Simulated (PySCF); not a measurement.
Consider C₃H₆GeNS₂ (charge −1).

```xyz
13

N    -3.4660    2.0987    0.7046
C    -2.9411    1.1444    0.3417
Ge   -2.0486   -0.4507   -0.2860
S    -0.1553   -0.1019   -1.2730
C     1.0113   -0.0264    0.2717
C     2.4536   -0.0599   -0.1116
S     3.2524   -0.0655    1.5023
H    -3.0747   -1.0614   -1.2266
H    -1.9882   -1.3394    0.9451
H     0.7503   -0.8902    0.8808
H     0.7588    0.8968    0.7883
H     2.7020   -0.9648   -0.6752
H     2.7412    0.8207   -0.6945
```

Geometry: GFN2-xTB.

All numbers below come from CAM-B3LYP/def2-SVPD, SCF density, gas phase in PySCF 2.14.0.

Question: What will maps of the electron density and electron localisation function show?

Answer: C–N (1.15 Å): the density is about 3.6 e/Å³ at the midpoint; the ELF peaks at about 0.85 between the atoms: a multiple bond.
C–Ge (1.93 Å): ρ at the midpoint is about 0.84 e/Å³; the ELF peaks at about 0.95 in the valence shell of C, 0.7 Å from its nucleus, and is about 0.60 at the midpoint.

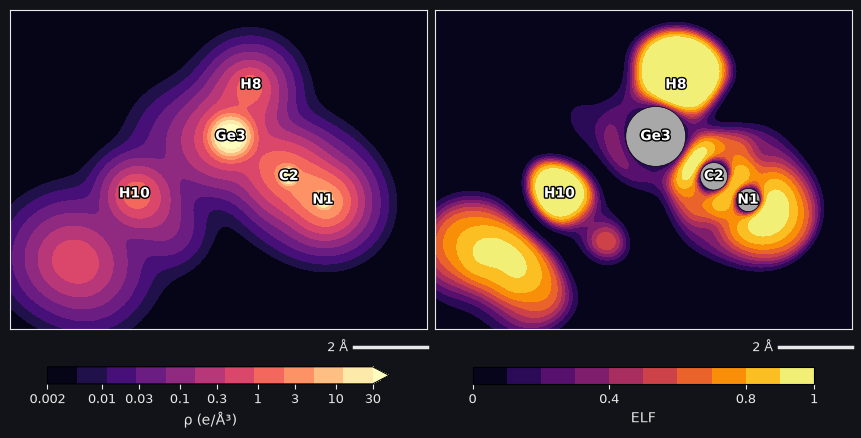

Computed electron density and electron localisation function on the plane of atoms C2, Ge3 and H8, in this order. Grey discs cover the atomic cores in the ELF map. 
